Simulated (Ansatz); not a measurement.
**Ge2SiH8 (SMILES [GeH3][SiH2][GeH3]): HF/3-21G**

What is the vertical singlet–triplet gap of Ge2SiH8 at HF/3-21G? 

The results are computed with Ansatz 0.2.0.

39 further runs of the same task are left out: 39 set aside as unsound or not needed. Runs told in other sessions of the task aren't counted.

## 1. The system as given

The species is Ge2SiH8 (11 atoms), meant as a singlet with charge 0. As SMILES, `[GeH3][SiH2][GeH3]`. The shape is that of a PBE0-D4/def2-TZVP optimisation.

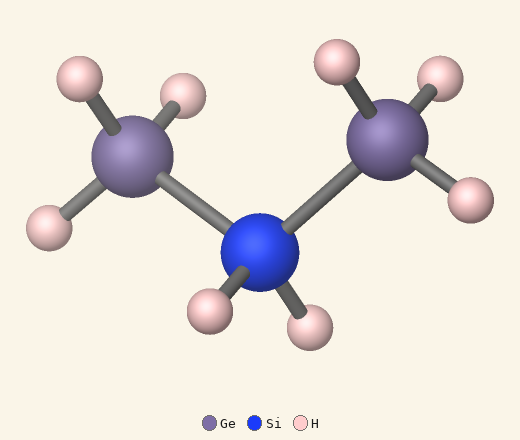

Viewed from a chosen angle; germanium purple, silicon blue, hydrogen pink.

## 2. A single-point energy at HF/3-21G

Contents of job.yaml:

```yaml
basis:
  gaussian:
    orbitals: 3-21G-spherical.json
crystal:
  periodic: [false, false, false]
  atoms:
    - {symbol: Ge, position_ang: [-1.314800, 1.329100, -0.648100]}
    - {symbol: Si, position_ang: [-0.420300, -0.850100, -0.318100]}
    - {symbol: Ge, position_ang: [1.631200, -0.735900, 0.880400]}
    - {symbol: H, position_ang: [-2.643400, 1.277800, -1.421300]}
    - {symbol: H, position_ang: [-0.321200, 2.193400, -1.442700]}
    - {symbol: H, position_ang: [-1.566300, 2.008100, 0.708900]}
    - {symbol: H, position_ang: [-0.189900, -1.498600, -1.638400]}
    - {symbol: H, position_ang: [-1.395700, -1.678400, 0.443000]}
    - {symbol: H, position_ang: [1.405900, -0.077200, 2.251900]}
    - {symbol: H, position_ang: [2.652000, 0.110600, 0.101200]}
    - {symbol: H, position_ang: [2.227800, -2.135700, 1.103800]}
hamiltonian:
  xc: hf
accuracy: high
output: {orbitals: {seedname: orbitals}}
```

The basis set 3-21G is read from a file made from the Basis Set Exchange's data (not shown).

Launch:

```sh
$ ansatz run job.yaml --threads 1 --pin off --max-ram 3480MiB --events-out events.jsonl --progress --plain --runs-dir runs
```

Output:

```text
Warning: RAYON_NUM_THREADS=1 ignored (pool sized by the plan → 1); use --threads N
Functional definition: HF
  name "HF"
  exchange = exact_x
  correlation = 0
1411 factors; integrals over basis functions are off by at most 5.1e-9 eV
mean field evaluation 1: about -120346.2753 eV, gradient 1.2e1 eV
mean field evaluation 2: about -120346.2918 eV, gradient 1.2e1 eV
mean field evaluation 4: about -120347.0489 eV, gradient 3.9e-1 eV
mean field evaluation 8: about -120347.0507 eV, gradient 5.2e-7 eV
mean field -120347.05069893 eV, -4422.6725390247 hartree, gradient 7.9e-8 eV, S^2 0.000000; 0 other end points of the search recorded, 0 dependent functions left out
reference -120347.05069893 eV, -4422.6725390247 hartree; 43, 43 occupied and 30, 30 virtual orbitals, 1411 factors
Total energy: -120347.05069893 eV, -4422.6725390247 hartree
```

Run time: 1.6 s. Hardware: 1 thread of Arm Neoverse V1, shared host; peak memory 0.19 GiB.

## 3. The triplet

Contents of input.yaml:

```yaml
crystal:
  periodic: [false, false, false]
  atoms:
    - symbol: Ge
      position_ang: [-1.314800, 1.329100, -0.648100]
    - symbol: Si
      position_ang: [-0.420300, -0.850100, -0.318100]
    - symbol: Ge
      position_ang: [1.631200, -0.735900, 0.880400]
    - symbol: H
      position_ang: [-2.643400, 1.277800, -1.421300]
    - symbol: H
      position_ang: [-0.321200, 2.193400, -1.442700]
    - symbol: H
      position_ang: [-1.566300, 2.008100, 0.708900]
    - symbol: H
      position_ang: [-0.189900, -1.498600, -1.638400]
    - symbol: H
      position_ang: [-1.395700, -1.678400, 0.443000]
    - symbol: H
      position_ang: [1.405900, -0.077200, 2.251900]
    - symbol: H
      position_ang: [2.652000, 0.110600, 0.101200]
    - symbol: H
      position_ang: [2.227800, -2.135700, 1.103800]
basis:
  gaussian: {orbitals: 3-21G-spherical.json}
total_charge: 0
magnetization: {spin_polarized: true, initial_magnetization: 2}
hamiltonian: {xc: hf}
accuracy: high
output: {orbitals: {seedname: orbitals}}
```

The basis set 3-21G is read from a file made from the Basis Set Exchange's data (not shown).

Launch:

```sh
$ ansatz run input.yaml --threads 1 --pin off --max-ram 3480MiB --events-out events.jsonl --progress --plain --runs-dir runs
```

Output, shortened:

```text
Warning: RAYON_NUM_THREADS=1 ignored (pool sized by the plan → 1); use --threads N
[... 2 set-up lines as earlier in the session ...]
[...]
1412 factors; integrals over basis functions are off by at most 5.1e-9 eV
[...]
mean field -120340.18514710 eV, -4422.4202346488 hartree, gradient 9.2e-8 eV, S^2 2.014779; 5 other end points of the search recorded, 0 dependent functions left out
reference -120340.18514710 eV, -4422.4202346488 hartree; 44, 42 occupied and 29, 31 virtual orbitals, 1412 factors
Total energy: -120340.18514710 eV, -4422.4202346488 hartree
```

Wall time 15 s (1 thread of Arm Neoverse V1, shared host); peak memory 0.31 GiB.

## 4. Outcome

Level: HF/3-21G.

```
                                        quantity           value
                           singlet: total energy  -4422.67254 Eh
                            singlet: HOMO energy       -10.27 eV
                            singlet: LUMO energy         3.24 eV
                          singlet: HOMO–LUMO gap        13.51 eV
                           triplet: total energy  -4422.42023 Eh
     triplet: HOMO energy (highest over α and β)        -3.21 eV
      triplet: LUMO energy (lowest over α and β)        -2.90 eV
                                   triplet: ⟨S²⟩           2.015
vertical energy of the triplet above the singlet        6.866 eV
```

At this shape the triplet lies 6.87 eV (662 kJ/mol) above the singlet.
